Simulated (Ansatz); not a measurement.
**A van 't Hoff estimate for C3H4F2 ⇌ C2F2 + CH4**

Species: C3H4F2 `C=C(F)CF`, singlet; C2F2 `FC#CF`, singlet; CH4 (methane) `C`, singlet. This is a balance of energies; it says nothing on the path, which may need atoms to shift.

The electronic reaction energy at CCSD(T)/CBS estimate is +301.6 kJ/mol. Shapes: PBE0-D4/def2-TZVP. Flexible molecules stand in one conformer, not always the lowest. Programs: Ansatz 0.2.0. Enthalpy and entropy come from rigid-rotor, harmonic-oscillator sums on unscaled PBE0-D4/def2-TZVP wavenumbers, ideal gases at 1 bar. Symmetry numbers: C3H4F2 1, C2F2 2, CH4 12. R = 8.3145 J/(mol K).

```
T (K)  ΔH (kJ/mol)  ΔS (J/(mol K))
  600       +292.0          +135.4
  800       +290.7          +133.5
 1000            ?               ?
```

Question: Work out ln K at 600 and 800 K, and from these estimate it at 1000 K.

Answer: 
1. 600 K: ΔG = +292.0 − 600 × (+135.4)/1000 = +210.8 kJ/mol; ln K = −ΔG/RT = -42.26.
2. 800 K: ΔG = +290.7 − 800 × (+133.5)/1000 = +183.9 kJ/mol; ln K = −ΔG/RT = -27.65.
3. Slope against 1000/T: (-27.65 − (-42.26))/(1.2500 − 1.6667) = -35.06, that is −ΔH/R with ΔH near +292 kJ/mol.
4. 1000 K: ln K = -42.26 + (-35.06) × (1.0000 − 1.6667) = -18.89.

The full sums give ΔH = +288.8 kJ/mol, ΔS = +131.4 J/(mol K), ΔG = +157.4 kJ/mol and ln K = -18.93 at 1000 K, so the line is off by +0.04 in ln K; without rounding the miss is +0.05, from the change of ΔH with temperature. The reactants are favoured over this whole range. The number of molecules rises, which sets the sign of ΔS, and lower pressure favours the products. An error of 10 kJ/mol in the energy moves ln K by 1.2 at 1000 K. Soft modes are treated as harmonic, which can err either way at these temperatures; the lowest are those of C3H4F2 (120 cm⁻¹). Other conformers aren't counted. The CBS estimate extrapolates MP2 from def2-TZVPP and def2-QZVPP and adds CCSD(T) − MP2 in the triple-zeta set, cores frozen.

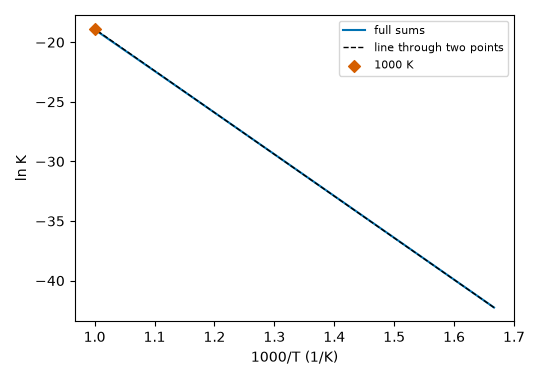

The van 't Hoff plot.
